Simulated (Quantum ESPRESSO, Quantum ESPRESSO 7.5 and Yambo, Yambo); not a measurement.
# SnSe2 (1T monolayer): bands and cutoff in G0W0 with Yambo

Wanted: a converged G0W0 gap of SnSe2 (1T monolayer), or an estimate of the limit.

Method: PBE and many-body steps on it, plane waves, in Quantum ESPRESSO 7.5 and Yambo 5.3.0.

### 1. The structure

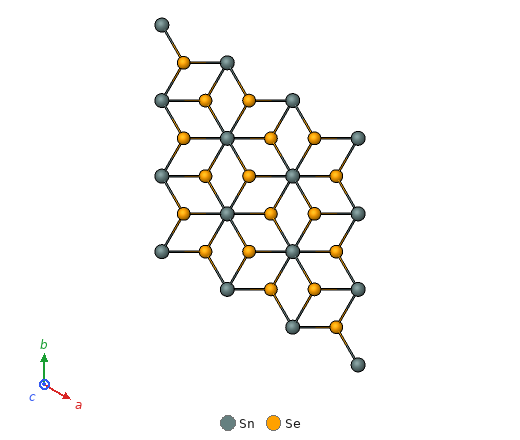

Start, viewed from above; tin teal, selenium orange. 3×3×1 cells are drawn. Some periodic images of atoms are drawn too.

The cell holds 3 atoms: 1 Sn and 2 Se. Cell: a = 3.872 Å, b = 3.872 Å, c = 15.000 Å, α = 90.0°, β = 90.0°, γ = 120.0°. Vacuum lies along c.

The structure was relaxed with PBE. The runs that relaxed it are not among those shown.

### 2. Empty states on the mesh, 6×6×1 mesh, 293 bands

This step: Quantum ESPRESSO 7.5; DFT, PBE, plane waves, norm-conserving pseudopotentials.

The sums over transitions need many empty states on a uniform mesh; this step solves for them.

The input, pw.in:

```
&control
  calculation = 'nscf'
  prefix = 'x'
  outdir = 'o'
  pseudo_dir = 'pseudo'
/
&system
  ibrav = 0
  nat = 3
  ntyp = 2
  ecutwfc = 104.0
  nbnd = 293
  force_symmorphic = .true.
/
&electrons
  conv_thr = 1e-9
  electron_maxstep = 80
  diago_full_acc = .true.
  diago_thr_init = 5e-6
/
ATOMIC_SPECIES
  Sn 118.71 Sn.upf
  Se 78.971 Se.upf
CELL_PARAMETERS angstrom
  3.8716529879 0.0000000000 0.0000000000
  -1.9358264940 3.3529498421 0.0000000000
  0.0000000000 0.0000000000 15.0000000000
ATOMIC_POSITIONS crystal
  Sn 0.0000000000 0.0000000000 0.5000000000
  Se 0.3333333333 0.6666666667 0.6064274056
  Se 0.6666666667 0.3333333333 0.3935725944
K_POINTS automatic
  6 6 1 0 0 0
```

Started as:

```
OMP_NUM_THREADS=1 mpirun -n 8 pw.x -nk 4 -in pw.in > pw.out
```

What it wrote:

```text
Program PWSCF v.7.5 starts

     This program is part of the open-source Quantum ESPRESSO suite
     for quantum simulation of materials; please cite
         "P. Giannozzi et al., J. Phys.:Condens. Matter 21 395502 (2009);
         "P. Giannozzi et al., J. Phys.:Condens. Matter 29 465901 (2017);
         "P. Giannozzi et al., J. Chem. Phys. 152 154105 (2020);
     in publications or presentations arising from this work. More details at

     Atomic positions and unit cell read from directory:
     o/x.save/

     Message from routine setup:
[...]
20.6411  20.8254  21.0720  21.2286  21.7079  21.8791  22.4358  22.5283
     [... 25 further rows ...]
    67.7466  67.9631  68.4032  68.4513  68.5768  68.8809  68.9421  69.1727
    69.1979  69.5639  69.6556  69.7006  69.8841

          k = 0.0000-0.5774 0.0000 ( 23536 PWs)   bands (ev):

     [... further k-points ...]

     highest occupied, lowest unoccupied level (ev):     0.1392    0.9303

     XML data file, pseudopotentials, collected wavefunctions

=------------------------------------------------------------------------------=
   JOB DONE.
=------------------------------------------------------------------------------=
```

The job ended after 1.7 min (8 MPI ranks of Arm Neoverse V1, shared host; peak memory 2.8 GiB; 14 min of CPU time).

This step gave:

| Item | Value |
| --- | --- |
| gap | 0.7911 eV |
| k of the valence top | 0, 0.1667, 0 |
| k of the conduction bottom | 0, -0.5, 0 |
| least direct gap | 1.097 eV |
| k points computed | 7 |
| lowest point of the top converged band, above the valence top | 67.5063 eV |

On this mesh the gap is 0.791 eV.

The density comes from a self-consistent run that is not shown.

### 3. Conversion and set-up

This step: Yambo 5.3.0; conversion and set-up on PBE, plane waves, norm-conserving pseudopotentials.

The states are converted to the many-body program's format and the q mesh is built.

Started as:

```
(cd o/x.save; p2y > p2y.log; mv SAVE ../..); yambo > setup.log
```

What it wrote:

```text
 Yambo, version 5.3.0

 [02] CORE Variables Setup
 =========================

  [02.01] Unit cells
  ==================

  Cell kind             :  HCP
  Atoms in the cell     :  Sn  Se
  number of Sn atoms    :  1
  number of Se atoms    :  2

  List of atomic masses
  Mass of Sn    :  118.7100
  Mass of Se    :  78.97100

  List of atomic coordinates    : [cc]
  Sn1       :   0.00000   0.00000  14.17295  order 1
  Se1       : -0.42881E-09   4.2241       17.190      order 2
  Se2       :   3.65818   2.11205  11.15617  order 3

[...]
BZ  Q-points                                      :   36

 K/Q-points units:
 rlu = crystal or reduced units; cc = cartesian coordinates; iku = interal k-units

 Q [1]          [rlu]:  0.000000  0.000000  0.000000
 Q [2]          [rlu]:  0.17396E-16  0.16667       0.0000
 Q [3]          [rlu]:  0.34792E-16  0.33333       0.0000
 Q [4]          [rlu]: -0.52188E-16 -0.50000       0.0000
 Q [5]          [rlu]:  0.166667  0.166667  0.000000
 Q [6]          [rlu]:  0.166667  0.333333  0.000000
 Q [7]          [rlu]:  0.333333  0.333333  0.000000

  [03.01] X indexes
  =================

   [03.01.01] Sigma indexes
   ========================

 [06] Game Over & Game summary
```

It took 4.5 s on 1 MPI rank; peak memory 0.27 GiB.

### 4. 88 bands, 81.6 eV

Now the one-shot GW correction: screening in the RPA, then the self-energy of the levels asked for.

This step: G0W0 on PBE, plane waves, norm-conserving pseudopotentials.

The input, gw1.in:

```
HF_and_locXC
gw0
dyson
ppa
em1d
rim_cut
rim_w
RandQpts= 3000000
RandGvec= 100 RL
CUTGeo= "slab z"
RandGvecW= 9 RL
EXXRLvcs= 104 Ry
VXCRLvcs= 416 Ry
Chimod= "HARTREE"
% BndsRnXp
 1 | 88 |
%
NGsBlkXp= 6 Ry
% LongDrXp
 1 | 1 | 0 |
%
% GbndRnge
 1 | 88 |
%
DysSolver= "n"
ExtendOut
PPAPntXp= 27.21138 eV
% QPkrange
 2 | 2 | 34 | 37 |
 4 | 4 | 34 | 37 |
 1 | 1 | 34 | 37 |
%
```

Started as:

```
OMP_NUM_THREADS=1 mpirun -n 8 yambo -F gw1.in -J gw1 -C gw1 > gw1.log
```

What it wrote:

```text
 Yambo, version 5.3.0

 [02] CORE Variables Setup
 =========================

  [... cell, symmetries and grids as in the set-up ...]

  [02.05] Energies & Occupations
  ==============================

  [X] === General ===
  [X] Electronic Temperature                        :  0.000000  0.000000 [eV K]
  [X] Bosonic    Temperature                        :  0.000000  0.000000 [eV K]
  [X] Finite Temperature mode                       : no
  [X] El. density                                   :  0.35949E+24 [cm-3]
  [X] Fermi Level                                   :  0.139163 [eV]

  [X] === Gaps and Widths ===
  [X] Conduction Band Min                           :  0.791107 [eV]
  [X] Valence Band Max                              :  0.000000 [eV]
  [X] Filled Bands                                  :   35
  [X] Empty Bands                                   :   36  293
  [X] Direct Gap                                    :  1.097116 [eV]
  [X] Direct Gap localized at k                     :   4
  [X] Indirect Gap                                  :  0.791107 [eV]
  [X] Indirect Gap between kpts                     :   2   4
  [X] Last valence band width                       :  0.770971 [eV]
  [X] 1st conduction band width                     :  1.364754 [eV]

 [03] Transferred momenta grid and indexing
 ==========================================

 IBZ Q-points                                      :   7
 BZ  Q-points                                      :   36

 K/Q-points units:
 rlu = crystal or reduced units; cc = cartesian coordinates; iku = interal k-units

 Q [1]          [rlu]:  0.000000  0.000000  0.000000
 Q [2]          [rlu]:  0.17396E-16  0.16667       0.0000
 Q [3]          [rlu]:  0.34792E-16  0.33333       0.0000
 Q [4]          [rlu]: -0.52188E-16 -0.50000       0.0000
 Q [5]          [rlu]:  0.166667  0.166667  0.000000
 Q [6]          [rlu]:  0.166667  0.333333  0.000000
 Q [7]          [rlu]:  0.333333  0.333333  0.000000

 [04] Coloumb potential Random Integration (RIM)
 ===============================================

 Performing RIM of v_slab

  [04.01] RIM initialization
  ==========================

  * Diagonal components only detected *

  8 x (sBL volume)        :  0.041948 [a.u.]
  sBZ random points       :  3000000
  Points outside the sBZ  :  24000829
  RL volume               :  0.188768 [a.u.]
  Integrated volume       :  0.188761 [a.u.]

  [04.02] RIM integrals
  =====================

  Gamma point sphere radius             :  0.038807 [a.u.]
  Points outside the sphere             :  2398884
  [Int_sBZ(q=0) 1/q^2]*(Vol_sBZ)^(-1/3) =:  7.486872
                                 should be <:  7.795600

  Summary of Coulomb integrals for non-metallic bands |Q|[au] RIM/Bare

  Q [1] 0.100000E-4 0.960397 * Q [2] 0.165273 0.997268
  Q [5] 0.286262 1.024371 * Q [3] 0.330547 1.023483
  Q [6] 0.437272 1.017607 * Q [4] 0.495820 1.014588
  Q [7] 0.572523 1.011286
  Non-periodic chartesian directions : none
  Optical renormalization            :  28.34589 [au]
  Polarizability dimension           : length

 [05] Coloumb potential CutOffslab
 =================================

 Cut directionsZ
 Slab Cutoff:Z
 Symmetry test passed : yes

 [06] Dipoles
 ============

  [06.01] Setup: observables and procedures
  =========================================

  [WARNING] [x,Vnl] slows the Dipoles computation. To neglect it rename the ns.kb_pp file

 [07] Dynamic Dielectric Matrix (PPA)
 ====================================

 [SLK-Inversion]  Pools        :  2
 [SLK-Inversion]  BLACS grid   :  2  2

 [WR./gw1//ndb.pp]---------------------------------------------------------------
  Brillouin Zone Q/K grids (IBZ/BZ)                :    7   36    7   36
  RL vectors                                       :  27469 [WF]
  Coulomb cutoff potential                         : slab z
  Electronic Temperature                           :  0.000000 [K]
  Bosonic    Temperature                           :  0.000000 [K]
[...]
Field direction                                  :  0.707107E-5  0.707107E-5   0.00000
  BZ energy Double Grid                            : no
  BZ energy DbGd points                            : 0
  BZ Q point size factor                           : -1.000000
  X Optical Averaged directions                    : none

 [08] Local Exchange-Correlation + Non-Local Fock
 ================================================

 [VXC] Plane waves :  188291
 [EXS] Plane waves :  23571

 QP @ state[ 1 ] K range:  1  2
 QP @ state[ 1 ] b range:   34   37
 QP @ state[ 2 ] K range:   4   4
 QP @ state[ 2 ] b range:   34   37

 [xc] Functional : Perdew, Burke & Ernzerhof(X)+Perdew, Burke & Ernzerhof(C)
 [xc] LIBXC used to calculate xc functional
  PP Number of Atomic Species                      :  2
  NLCC RL compoments                               :  188291
  PP Number of Atomic Species                      :  2
  NLCC RL compoments                               :  188291

 [xc] E_xc :  -68.29995 [Ha]
      E_xc :  -136.5999 [Ry]

  Local XC kind (lXC) : Perdew, Burke & Ernzerhof(X)+Perdew, Burke & Ernzerhof(C)
  Non-Local XC kind (nlXC) : Hartree-Fock

  Corrections @ K [1] :  [eV]
 <34|nlXC|34> = -16.39700  0.96562E-18 <34|lXC|34> = -14.46546 -0.18882E-15
 <35|nlXC|35> = -16.39696  0.21590E-17 <35|lXC|35> = -14.46546  0.37763E-15
 <36|nlXC|36> = -10.19821 -0.70612E-17 <36|lXC|36> = -13.19942  0.000000
 <37|nlXC|37> = -7.446102 -0.16157E-17 <37|lXC|37> = -11.35150 -0.18882E-15

  Corrections @ K [2] :  [eV]
 <34|nlXC|34> = -15.67038  0.55540E-17 <34|lXC|34> = -12.98747 -0.18882E-15
 <35|nlXC|35> = -16.41662  0.30730E-17 <35|lXC|35> = -14.45975 -0.15420E-15
[...]
Corrections @ K [4] :  [eV]
[...]
<35|nlXC|35> = -16.32630 -0.39975E-17 <35|lXC|35> = -14.16694  0.94408E-16
 <36|nlXC|36> = -9.766633  0.12058E-18 <36|lXC|36> = -12.75429  0.000000
 <37|nlXC|37> = -7.062819  0.16650E-17 <37|lXC|37> = -11.14487  0.17702E-16

 [09] Dyson equation: Newton solver
 ==================================

  [09.01] RIM-W interpolation
  ===========================

  [WARNING] RIM-W works only for 2D semiconductors with slab cutoff
  Found compatible q grid: 2D
  q_min[ 1 ]:  0.16667      0.15140E-11   0.0000     [rlu]
   0.166667  0.083333  0.000000 [iku]
  q_min[ 2 ]:  0.17396E-16  0.16667       0.0000     [rlu]
   0.17396E-16  0.16667       0.0000     [iku]
  G-vectors :   9
  G-vectors loaded:   63
  Number of interpolated frequencies:  2

  Evaluating coefficients q = 0
  Evaluating coefficients q = 0

  [09.02] RIM-W integrals
  =======================

  8 x (sBL volume)        :  0.041948 [a.u.]
  sBZ random points       :  3000000
  Points outside the sBZ  :  24000829
  RL volume               :  0.188768 [a.u.]
  Integrated volume       :  0.188761 [a.u.]

  [09.03] RIM integrals
  =====================

  Comparison between head Wc = W - v averages: < Wc > [au] RIM-W/RIM

   < -Wc [Q = 1] > 0.332812E-1 0.413952E-4 * < -Wc [Q = 2] > 0.005509 0.005342
   < -Wc [Q = 3] > 0.001065 0.001045 * < -Wc [Q = 4] > 0.367645E-3 0.363571E-3
   < -Wc [Q = 5] > 0.001539 0.001509 * < -Wc [Q = 6] > 0.523483E-3 0.518438E-3
   < -Wc [Q = 7] > 0.254037E-3 0.252838E-3

  Comparison between head Wc = W - v averages: < Wc > [au] RIM-W/RIM

   < -Wc [G = 1,G`=0] > 0.332812E-1 0.413952E-4 * < -Wc [G = 2,G`=0] >-0.001763 0.000000
   < -Wc [G = 3,G`=0] >-0.001763 0.000000 * < -Wc [G = 4,G`=0] >-0.260090E-4  0.00000
   < -Wc [G = 5,G`=0] >-0.260282E-4  0.00000 * < -Wc [G = 6,G`=0] > 0.150123E-3  0.00000
   < -Wc [G = 7,G`=0] > 0.150147E-3  0.00000 * < -Wc [G = 8,G`=0] >-0.230733E-4  0.00000
   < -Wc [G = 9,G`=0] >-0.230753E-4  0.00000

 [10] G0W0 (W PPA)
 =================

 [  GW  ] Bands range     :    1   88
 [GW/PPA] G damping       :  0.100000 [eV]

 QP @ state[ 1 ] K range:  1  2
 QP @ state[ 1 ] b range:   34   37
 QP @ state[ 2 ] K range:   4   4
 QP @ state[ 2 ] b range:   34   37

  Sc/G bands                                       :    1   88
  Sc/G damping                                     :  0.100000 ev
  Sc bands terminator                              : no
  Sx RL components                                 :  23571

  QP @ state[ 1 ] K range                          :  1  2
  QP @ state[ 1 ] b range                          :   34   37
  QP @ state[ 2 ] K range                          :   4   4
  QP @ state[ 2 ] b range                          :   34   37
  GF energies kind                                 : Perdew, Burke & Ernzerhof(X)+Perdew, Burke & Ernzerhof(C)
  GF WF`s kind                                     : Perdew, Burke & Ernzerhof(X)+Perdew, Burke & Ernzerhof(C)
  Xs energies kind                                 : Perdew, Burke & Ernzerhof(X)+Perdew, Burke & Ernzerhof(C)
  Xs WF`s kind                                     : Perdew, Burke & Ernzerhof(X)+Perdew, Burke & Ernzerhof(C)

 [14] Game Over & Game summary
```

Run time: 3 min. Hardware: 8 MPI ranks; peak memory 11 GiB; 24 min of CPU time.

Numbers from this step:

```yaml
g0w0_gap_on_the_points_computed: 1.882 eV
starting_gap_on_the_mesh: 0.7911 eV
k_of_the_valence_top: 0, 0.1667, 0
k_of_the_conduction_bottom: 0, -0.5, 0
least_direct_g0w0_gap_on_the_computed_points: 2.261 eV
z_at_the_valence_top: 0.7485
z_at_the_conduction_bottom: 0.7645
```

The gap on the mesh goes from 0.79 eV to 1.88 eV, a correction of +1.09 eV.

(Part 1 of 2 ends here.)

[Paths, hosts, dates, memory and timing lines, banners, echoed tables and standing remarks are left out of the program output.]

[Logs are printed without paths, hosts, clocks, repeated set-up lines and the standing remarks that a program may print on its own settings, such as how far it seeks lower states.]

[Runs of the session that timed out or met a known fault of the program may be left out.]

[Hosts, paths, dates, database ids (printed as entryN), source tags and the programs' standing remarks are cut or masked in the printed files.]
